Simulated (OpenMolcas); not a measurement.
# C2H7Al (SMILES [CH3][AlH][CH3]) at 6 levels

Aim: a comparison of 6 runs (HF/3-21G, BHLYP/def2-SVPD, TPSS/def2-SVPD, revPBE/def2-SVPD, MP2/def2-SVPD, CCSD(T)/def2-SVPD) of C2H7Al. 

The results are computed with OpenMolcas 26.06.

1 further run of the same task is left out (set aside as unsound or not needed).

## (1) Starting point

C2H7Al: 10 atoms, total charge 0, spin state singlet. SMILES: `[CH3][AlH][CH3]`. Geometry: relaxed at PBE0-D4/def2-TZVP.

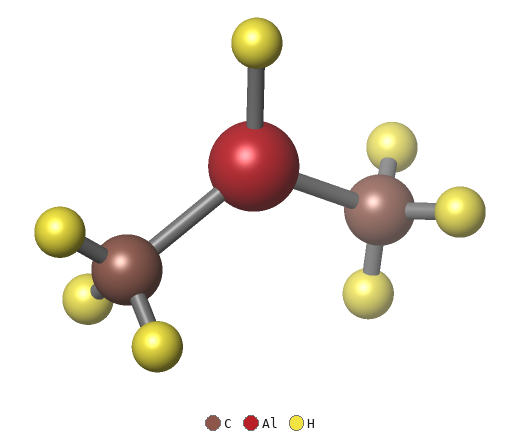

The structure, seen from a chosen angle (carbon brown, aluminium red, hydrogen yellow).

## (2) Energy and gradient at HF/3-21G (run 1)

calc.inp

```
* C2H7Al Hartree-Fock

&gateway
 baslib = $CurrDir
 coord
 10
 bohr
 C     -2.30376512     1.74535105    -1.48022247
 Al     0.93881594     0.04119603    -1.01364909
 C      1.70812344    -1.79335009     2.09702908
 H     -3.88149746     0.44068413    -1.17389787
 H     -2.52656383     2.58609020    -3.35199620
 H     -2.53279992     3.25732092    -0.08239206
 H      3.03433324     0.14891042    -3.17700756
 H      0.13039110    -1.85193160     3.42796319
 H      2.27126183    -3.74335848     1.68998207
 H      3.31892599    -0.92766655     3.06986009
 basis = 3-21G
 group = NoSym

&seward

&scf
 thresholds = 1e-10 1e-07 1e-07 1e-05
 prorbitals = 1 2

&alaska
```

The basis set 3-21G is read from a file made from the Basis Set Exchange's data (not shown).

Run with:

```
$ export MOLCAS_MEM=1860
$ pymolcas calc.inp > calc.log
```

Standard output:

```text
--- Start Module: gateway ---
[...]
--- Stop Module: gateway /rc=_RC_ALL_IS_WELL_ ---
[...]
      Basis functions           45
[...]
--- Start Module: scf ---
[...]
       Convergence after  10 Iterations
[...]
::    Total SCF energy                               -319.9674753056
[...]
      Total spin, S                                     0.0000000000
[...]
      Total electronic charge=   32.000000
      Total            charge=   -0.000000
[...]
      Dipole Moment (debye):
      Origin of the operator (angstrom)=    0.1641    0.0041   -0.1782
                   X= -4.0370E-01               Y= -2.7718E-02               Z=  4.4234E-01           Total=  5.9950E-01
      Quadrupole Moment (debye*angstrom):
[...]
--- Stop Module: scf /rc=_RC_ALL_IS_WELL_ ---
--- Start Module: alaska ---
[...]
 *              Molecular gradients               *
 **************************************************
  Irreducible representation: a
 ------------------------------------------------------------------------------------------
                              X                       Y                       Z
 ------------------------------------------------------------------------------------------
  C1                1.38760312316797E-02   -7.39220213086966E-03    1.37155731600802E-03
  AL2              -4.75444684011661E-03   -3.96906740074143E-04    6.12177716691287E-03
  C3               -4.75770197015390E-03    8.07418349221845E-03   -1.30538533990019E-02
  H4               -2.46434890059311E-03   -2.68129911728798E-03    1.17041710648702E-03
  H5               -2.48132185608152E-04    1.76375169395482E-03   -3.90310048515197E-03
  H6                1.36229487700312E-04    2.19912391011112E-03    2.99972663285852E-03
  H7               -2.82579669620997E-03   -1.13653858765078E-04    2.88741014841820E-03
  H8               -3.43937719474963E-03   -2.33800373429238E-05    2.88267413314713E-03
[...]
--- Stop Module: alaska /rc=_RC_ALL_IS_WELL_ ---
[...]
```

Run time: 2.1 s. Hardware: 1 thread of Intel Xeon Platinum 8375C at 2.90GHz (Ice Lake), shared host; peak memory 0.38 GiB.

## (3) Energy and gradient at BHLYP/def2-SVPD (run 2)

job.inp

```
&GATEWAY
  BasLib=$CurrDir
  Coord
  10
  angstrom
  C       -1.219100       0.923600      -0.783300
  Al       0.496800       0.021800      -0.536400
  C        0.903900      -0.949000       1.109700
  H       -2.054000       0.233200      -0.621200
  H       -1.337000       1.368500      -1.773800
  H       -1.340300       1.723700      -0.043600
  H        1.605700       0.078800      -1.681200
  H        0.069000      -0.980000       1.814000
  H        1.201900      -1.980900       0.894300
  H        1.756300      -0.490900       1.624500
  Basis=def2-SVPD
  Group=NoSym

&SEWARD
  GridInput
  Grid=UltraFine
  End of Grid

&SCF
  KSDFT=HYB_GGA_XC_BHANDHLYP
  Thresholds=1e-10 1e-07 1e-07 1e-05
  PrOrbitals=1 1

&ALASKA
```

The basis set def2-SVPD is read from a file made from the Basis Set Exchange's data (not shown).

Run with:

```
$ export MOLCAS_MEM=1860
$ pymolcas job.inp > job.log
```

Standard output:

```text
--- Start Module: gateway ---
[...]
--- Stop Module: gateway /rc=_RC_ALL_IS_WELL_ ---
[...]
      Basis functions          120
[...]
--- Start Module: scf ---
[...]
       Convergence after  11 Iterations
[...]
::    Total KS-DFT energy                            -322.6678173883
[...]
      Total spin, S                                     0.0000000000
[...]
      Total electronic charge=   32.000000
      Total            charge=   -0.000000
[...]
      Dipole Moment (debye):
      Origin of the operator (angstrom)=    0.1641    0.0041   -0.1782
                   X= -4.3620E-01               Y= -2.1257E-02               Z=  4.3683E-01           Total=  6.1769E-01
      Quadrupole Moment (debye*angstrom):
[...]
--- Stop Module: scf /rc=_RC_ALL_IS_WELL_ ---
[...]
--- Start Module: alaska ---
[...]
 *              Molecular gradients               *
 **************************************************
  Irreducible representation: a
 ------------------------------------------------------------------------------------------
                              X                       Y                       Z
 ------------------------------------------------------------------------------------------
  C1               -9.93999466472273E-04    3.27111633331434E-04   -7.00063514998961E-05
  AL2              -2.36519153348258E-03   -1.59229784093967E-04    2.55012211045624E-03
  C3               -2.99956288033587E-04   -4.66540741700161E-04    9.62454171687055E-04
  H4                5.00025474998722E-04   -1.00910157081913E-04    6.71621804547162E-05
  H5                5.14718258610936E-04   -3.13378641135120E-04    2.23534282167925E-04
  H6                3.99733504602873E-04   -2.34421668562135E-04    4.28373106262647E-05
  H7                2.25771425168197E-03    1.13023835436668E-04   -2.30053443203904E-03
  H8                7.92878883366654E-05    3.00702235367933E-04   -6.01166841561085E-04
[...]
--- Stop Module: alaska /rc=_RC_ALL_IS_WELL_ ---
[...]
```

It took 55 s on 1 thread of Intel Xeon Platinum 8375C at 2.90GHz (Ice Lake), shared host; peak memory 0.76 GiB.

Run 3 isn't shown in full; the table further down has it.

## (4) Energy and forces at revPBE/def2-SVPD (run 4)

calc.input

```
&GATEWAY
  BasLib = $CurrDir
  Coord
  10
  angstrom
  C       -1.219100       0.923600      -0.783300
  Al       0.496800       0.021800      -0.536400
  C        0.903900      -0.949000       1.109700
  H       -2.054000       0.233200      -0.621200
  H       -1.337000       1.368500      -1.773800
  H       -1.340300       1.723700      -0.043600
  H        1.605700       0.078800      -1.681200
  H        0.069000      -0.980000       1.814000
  H        1.201900      -1.980900       0.894300
  H        1.756300      -0.490900       1.624500
  Basis = def2-SVPD
  Group = NoSym

&SEWARD
  GridInput
  Grid=UltraFine
  End of Grid

&SCF
  KSDFT = revPBE
  Thresholds = 1e-10 1e-07 1e-07 1e-05
  PrOrbitals = 1 1

&ALASKA
```

The basis set def2-SVPD is read from a file made from the Basis Set Exchange's data (not shown).

Run with:

```
$ export MOLCAS_MEM=1860
$ pymolcas calc.input > calc.log
```

Standard output:

```text
--- Start Module: gateway ---
[...]
--- Stop Module: gateway /rc=_RC_ALL_IS_WELL_ ---
[...]
      Basis functions          120
[...]
--- Start Module: scf ---
[...]
       Convergence after  13 Iterations
[...]
::    Total KS-DFT energy                            -322.6413760940
[...]
      Total spin, S                                     0.0000000000
[...]
      Total electronic charge=   32.000000
      Total            charge=   -0.000000
[...]
      Dipole Moment (debye):
      Origin of the operator (angstrom)=    0.1641    0.0041   -0.1782
                   X= -4.8876E-01               Y= -2.3807E-02               Z=  4.9918E-01           Total=  6.9902E-01
      Quadrupole Moment (debye*angstrom):
[...]
--- Stop Module: scf /rc=_RC_ALL_IS_WELL_ ---
[...]
--- Start Module: alaska ---
[...]
 *              Molecular gradients               *
 **************************************************
  Irreducible representation: a
 ------------------------------------------------------------------------------------------
                              X                       Y                       Z
 ------------------------------------------------------------------------------------------
  C1               -4.98990705343072E-03    2.25907123898084E-03    2.22866804517996E-04
  AL2              -2.28046581488694E-03   -1.30197568464441E-04    2.53269820803848E-03
  C3                1.37327978473456E-03   -2.70400823195360E-03    4.48723693701281E-03
  H4                8.32063183795739E-03    6.02327564257576E-03   -1.56220900309173E-03
  H5                1.79491470867821E-03   -4.57081769652889E-03    9.41507613312531E-03
  H6                1.77778627977987E-03   -7.49922197394692E-03   -6.72601542974727E-03
  H7               -2.72328381931120E-03   -1.47312045319925E-04    2.83796309921813E-03
  H8                7.71506166725189E-03    6.89111738791937E-04   -7.31216915126698E-03
[...]
--- Stop Module: alaska /rc=_RC_ALL_IS_WELL_ ---
[...]
```

Run time: 59 s. Hardware: 1 thread of Intel Xeon Platinum 8375C at 2.90GHz (Ice Lake), shared host; peak memory 0.76 GiB.

Run 5 isn't shown in full; the table further down has it.

## (5) A single-point energy at CCSD(T)/def2-SVPD (Cholesky decomposition) (run 6)

mol.xyz

```xyz
10

C     -1.219100     0.923600    -0.783300
Al     0.496800     0.021800    -0.536400
C      0.903900    -0.949000     1.109700
H     -2.054000     0.233200    -0.621200
H     -1.337000     1.368500    -1.773800
H     -1.340300     1.723700    -0.043600
H      1.605700     0.078800    -1.681200
H      0.069000    -0.980000     1.814000
H      1.201900    -1.980900     0.894300
H      1.756300    -0.490900     1.624500
```

run.inp

```
&GATEWAY
 BasLib = $CurrDir
 Coord = mol.xyz
 Basis = def2-SVPD
 Group = NoSym

&SEWARD
 High

&SCF
 Thresholds = 1e-10 1e-07 1e-07 1e-05
 PrOrbitals = 0

&CHCC
 Frozen = 7
 Threshold = 1e-08
 MaxIterations = 80

&CHT3
 Frozen = 7
```

The basis set def2-SVPD is read from a file made from the Basis Set Exchange's data (not shown).

Run with:

```
$ export MOLCAS_MEM=1860
$ pymolcas run.inp > run.log
```

Standard output:

```text
--- Start Module: gateway ---
[...]
--- Stop Module: gateway /rc=_RC_ALL_IS_WELL_ ---
[...]
      Basis functions          120
[...]
       Convergence after  11 Iterations
[...]
::    Total SCF energy                               -321.5985022928
[...]
      Total spin, S                                     0.0000000000
[...]
      Total electronic charge=   32.000000
      Total            charge=   -0.000000
[...]
      Dipole Moment (debye):
      Origin of the operator (angstrom)=    0.1641    0.0041   -0.1782
                   X= -4.3470E-01               Y= -2.1286E-02               Z=  4.2783E-01           Total=  6.1029E-01
      Quadrupole Moment (debye*angstrom):
[...]
--- Start Module: chcc ---
[...]
--- Stop Module: chcc /rc=_RC_ALL_IS_WELL_ ---
[...]
--- Start Module: cht3 ---
[...]
--- Stop Module: cht3 /rc=_RC_ALL_IS_WELL_ ---
[...]
```

It took 9.4 min on 1 thread of Intel Xeon Platinum 8375C at 2.90GHz (Ice Lake), shared host; peak memory 0.29 GiB.

## (6) The series

```tsv
run	level	integration grid	task	energy (Eh)	dipole moment (D) of the reference	HOMO energy (eV)	LUMO energy (eV)	wall time
1	HF/3-21G	–	gradient	-319.967475	0.60	-10.70	1.92	2.1 s
2	BHLYP/def2-SVPD	UltraFine	gradient	-322.667817	0.62	-8.98	-0.07	55 s
3	TPSS/def2-SVPD	UltraFine	gradient	-322.762072	0.66	-6.62	-1.44	74 s
4	revPBE/def2-SVPD	UltraFine	gradient	-322.641376	0.70	-6.48	-1.51	59 s
5	MP2/def2-SVPD	–	energy	-321.979744	0.61	-10.86	1.57	16 s
6	CCSD(T)/def2-SVPD (Cholesky decomposition)	–	energy	-322.039453	0.61	-10.86	1.57	9.4 min
```

## (7) Summary of results

| quantity | value |
| --- | --- |
| run 6: total energy | -322.03945 Eh |
| run 6: dipole moment (mean-field density) | 0.61 D |
| run 6: HOMO energy (Hartree–Fock orbitals) | -10.86 eV |
| run 6: LUMO energy (Hartree–Fock orbitals) | 1.57 eV |
| run 6: HOMO–LUMO gap (Hartree–Fock orbitals) | 12.44 eV |
| run 6: correlation energy (7 core orbitals frozen) | -441.0 mEh |
| run 6: (T) correction | -12.72 mEh |

Over runs 1, 2, 3, 4 the dipole moment (its size) runs from 0.60 D (HF/3-21G) to 0.70 D (revPBE/def2-SVPD). The two ends differ in method and basis. Over runs 1, 2, 3, 4 the HOMO–LUMO gap runs from 4.97 eV (revPBE/def2-SVPD) to 12.62 eV (HF/3-21G). Totals of different functionals can't be ranked against each other. All runs together took 13 min, the longest 9.4 min.
